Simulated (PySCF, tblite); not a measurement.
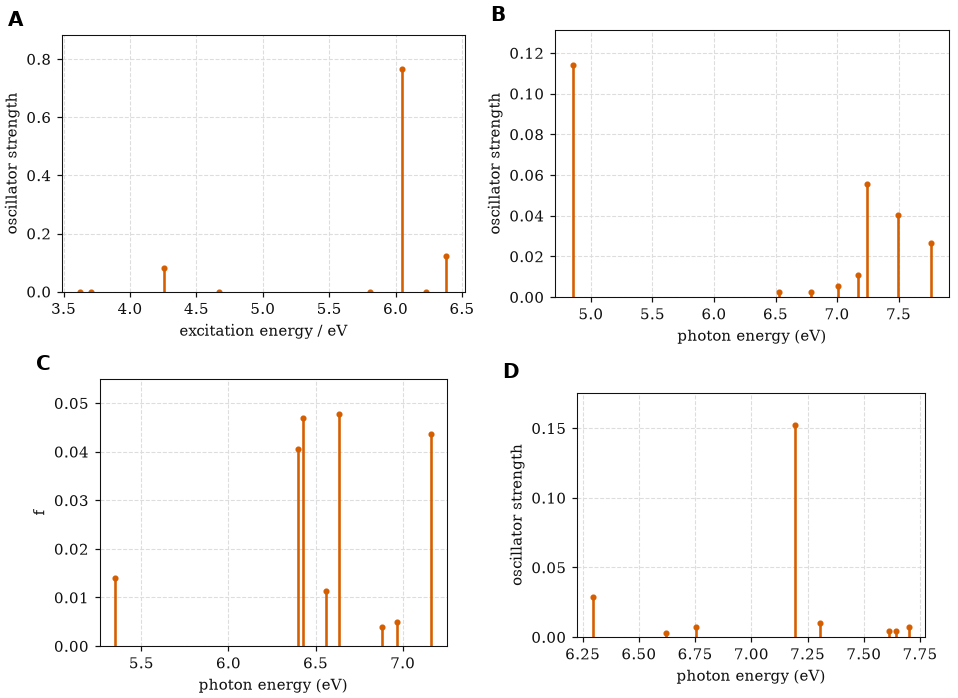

Vertical TDDFT excitations, CAM-B3LYP/def2-SVPD, PySCF, at a GFN2-xTB geometry (a minimum by its frequencies), gas phase. Each panel shows the lowest singlet states that were computed.

**Which panel belongs to which molecule?**
1. C₄H₇AsBN, SMILES C#C[C@@H]1C[AsH]BN1
2. C₇H₈F₂, SMILES C[C@]1(F)C=CC(F)=CC1
3. C₅H₅NOSi, SMILES N[SiH2]C#CC#CC=O
4. C₅H₁₀BFSi, SMILES FBC[SiH]1CC=CC1

A: 3 (S1 at 3.63 eV, brightest at 6.05 eV)
B: 2 (S1 at 4.85 eV, brightest at 4.85 eV)
C: 1 (S1 at 5.35 eV, brightest at 6.64 eV)
D: 4 (S1 at 6.30 eV, brightest at 7.20 eV)

Caveats, for all or some of the runs: core orbitals are frozen in the response; one conformer of a flexible molecule; the tight-binding geometry is rougher than a DFT one and adds to the error.
